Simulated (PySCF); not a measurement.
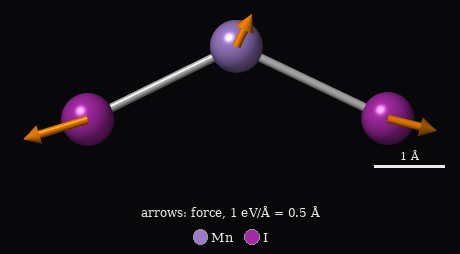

Starting geometry of MnI₂ (multiplicity 6) with the computed forces as orange arrows. Style: ball-and-stick. Shown face on.

The start comes from GFN2-xTB. Its atoms were then displaced at random by about 0.03 Å.

Method: PySCF, PBE0-D3(BJ)/def2-SVP geometry optimisation, gas phase. 

Question: Is this structure relaxed? If not, where do the atoms go?

Answer: It isn't relaxed: the largest force vector, on an I atom, is 1.95 eV/Å. The final displacements have little in common with the starting forces (cosine between the two patterns 0.09). Over 7 geometry steps the energy falls by 11.6 kcal/mol. The Mn atom moves most after the best rigid fit: 0.70 Å. Largest moves by element: Mn 0.70 Å, I 0.51 Å. Near-neighbour distances that change, for instance: I–Mn 2.388 → 2.533 Å, I–Mn 2.421 → 2.533 Å. Among the angles between lasting bonds that change: I–Mn–I 128.2° → 180.0°.
